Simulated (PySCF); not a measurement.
# CCSDT/STO-6G run of AlH3S (SMILES [AlH2][SH])

Aim: the vertical singlet–triplet gap of AlH3S at CCSDT/STO-6G, from 2 runs. 

Program for the calculation: PySCF 2.14.0.

13 further runs of the same task are left out: 1 that didn't finish, 12 set aside as unsound or not needed.

### Step 1. The system as given

The species is AlH3S (5 atoms), meant as a singlet with charge 0. As SMILES, `[AlH2][SH]`. Geometry: relaxed at PBE0-D4/def2-TZVP.

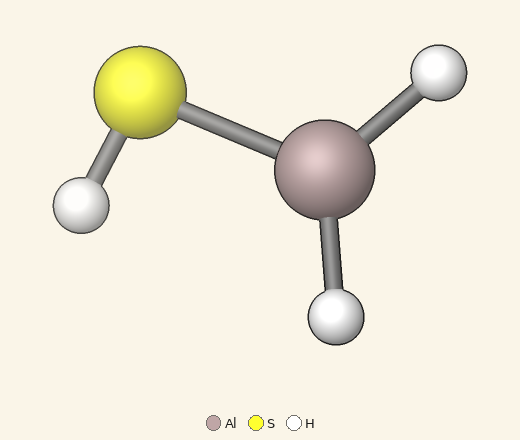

Viewed from a chosen angle; aluminium light grey, sulfur yellow, hydrogen white.

### Step 2. The energy at CCSDT/STO-6G

The input, job.py:

```python
from pyscf import gto, scf, cc

mol = gto.M(
    atom='''
Al  -0.616100  -0.064200  -0.181700
S    1.129100  -0.343100   1.096600
H   -1.981700  -0.650100   0.351100
H   -0.441100   0.696000  -1.556400
H    1.959700   0.287800   0.249000
''',
    basis='sto-6g',
    verbose=3,
    max_memory=1860,
    spin=0,
)

mf = scf.RHF(mol)
mf.conv_tol = 1e-10
mf.kernel()
if not mf.converged:
    mf = mf.newton().run(mf.mo_coeff, mf.mo_occ)

mycc = cc.CCSDT(mf, frozen=10)
mycc.kernel()
e_final = mycc.e_tot
print('Final energy', e_final)
```

Command:

```console
$ OMP_NUM_THREADS=1 python job.py
```

The program printed:

```text
converged SCF energy = -638.910380433462
_make_eris_incore_RCCSDT

WARN: A large `blksize` is being used, which may cause large memory consumption
      for storing contraction intermediates. If memory is sufficient, consider using
      `pyscf.cc.rccsdt_highm.RCCSDT` instead.

WARN: A large `blksize_oovv` is being used, which may cause large memory consumption
      for storing contraction intermediates. If memory is sufficient, consider using
      `pyscf.cc.rccsdt_highm.RCCSDT` instead.

WARN: A large `blksize_oooo` is being used, which may cause large memory consumption
      for storing contraction intermediates. If memory is sufficient, consider using
      `pyscf.cc.rccsdt_highm.RCCSDT` instead.

RCCSDT converged
E(RCCSDT) = -638.989844486926   E_corr = -0.07946405346386418
E_corr(same-spin) = -0.00426819140169546
E_corr(oppo-spin) = -0.0751958620621687
Final energy -638.989844486926
```

Wall time 2.4 s (1 thread of AMD EPYC 7R43 (Zen 3), shared host); peak memory 0.091 GiB.

### Step 3. The triplet

The input, run.py:

```python
from pyscf import gto, scf, cc

mol = gto.M(
    atom='''
Al    -1.164260    -0.121320    -0.343363
S      2.133690    -0.648365     2.072274
H     -3.744870    -1.228511     0.663483
H     -0.833558     1.315249    -2.941170
H      3.703296     0.543863     0.470542
''',
    unit='bohr',
    spin=2,
    basis='sto-6g',
    verbose=4,
    max_memory=1860,
)

myscf = scf.UHF(mol)
myscf.conv_tol = 1e-10
myscf.kernel()
if not myscf.converged:
    myscf = myscf.newton().run(myscf.mo_coeff, myscf.mo_occ)

mycc = cc.CCSDT(myscf, frozen=10)
mycc.kernel()
e_final = mycc.e_tot
print('Final energy', e_final)
```

Command:

```console
$ OMP_NUM_THREADS=1 python run.py
```

The program printed:

```text
PySCF version 2.14.0

[INPUT] num. atoms = 5
[INPUT] num. electrons = 32
[INPUT] charge = 0
[INPUT] spin (= nelec alpha-beta = 2S) = 2
[INPUT] symmetry False subgroup None
[INPUT] Mole.unit = bohr
[INPUT] Symbol           X                Y                Z      unit          X                Y                Z       unit  Magmom
[INPUT]  1 Al    -0.616099859586  -0.064199779229  -0.181699874673 AA   -1.164260000000  -0.121320000000  -0.343363000000 Bohr   0.0
[INPUT]  2 S      1.129100123168  -0.343099982358   1.096600175582 AA    2.133690000000  -0.648365000000   2.072274000000 Bohr   0.0
[INPUT]  3 H     -1.981699861858  -0.650100024565   0.351100083433 AA   -3.744870000000  -1.228511000000   0.663483000000 Bohr   0.0
[INPUT]  4 H     -0.441099897580   0.695999797485  -1.556400137442 AA   -0.833558000000   1.315249000000  -2.941170000000 Bohr   0.0
[INPUT]  5 H      1.959699848491   0.287799905463   0.249000103181 AA    3.703296000000   0.543863000000   0.470542000000 Bohr   0.0

nuclear repulsion = 73.8148995306431
number of shells = 13
number of NR pGTOs = 126
number of NR cGTOs = 21
basis = sto-6g
ecp = {}

[... 20 lines left out ...]
WARN: HOMO 0.205478410040715 >= LUMO -0.307840800676781
[... 5 lines left out ...]
WARN: HOMO 0.0533167957705556 >= LUMO 0.0535006503704732
[... 62 lines left out ...]
converged SCF energy = -638.666760028323  <S^2> = 2.0341503  2S+1 = 3.0226811
[... 17 lines left out ...]
WARN: A large `blksize_v_aaa` is being used, which may cause large memory consumption
[... 3 lines left out ...]
WARN: A large `blksize_v_aab` is being used, which may cause large memory consumption
[... 10 lines left out ...]
Init t2, MP2 energy = -0.0435069578852842
[... 26 lines left out ...]
UCCSDT converged
[... 3 lines left out ...]
Final energy -638.7365136045395
```

Wall time 3.6 s (1 thread of AMD EPYC 7R43 (Zen 3), shared host); peak memory 0.11 GiB.

### Step 4. Results

At CCSDT/STO-6G, 10 core orbitals frozen:

| quantity | value |
| --- | --- |
| singlet: total energy | -638.98984 Eh |
| singlet: dipole moment (Hartree–Fock density) | 1.50 D |
| singlet: HOMO energy (Hartree–Fock orbitals) | -6.72 eV |
| singlet: LUMO energy (Hartree–Fock orbitals) | 8.61 eV |
| singlet: HOMO–LUMO gap (Hartree–Fock orbitals) | 15.33 eV |
| singlet: correlation energy (10 core orbitals frozen) | -79.5 mEh |
| singlet: T1 diagnostic | 0.013 |
| triplet: total energy | -638.73651 Eh |
| triplet: dipole moment (Hartree–Fock density) | 5.76 D |
| triplet: HOMO energy (Hartree–Fock orbitals) (highest over α and β) | 0.44 eV |
| triplet: LUMO energy (Hartree–Fock orbitals) (lowest over α and β) | 2.20 eV |
| triplet: correlation energy (10 core orbitals frozen) | -69.8 mEh |
| triplet: ⟨S²⟩ of the reference determinant | 2.034 |
| triplet: T1 diagnostic | 0.010 |
| vertical energy of the triplet above the singlet | 6.893 eV |

At this shape the triplet lies 6.89 eV (665 kJ/mol) above the singlet. In a minimal basis such a difference can be off by several eV, whatever the method. Mulliken charges (triplet) of the mean-field density run from -0.30 on H3 to +0.32 on Al1; they depend strongly on the basis.
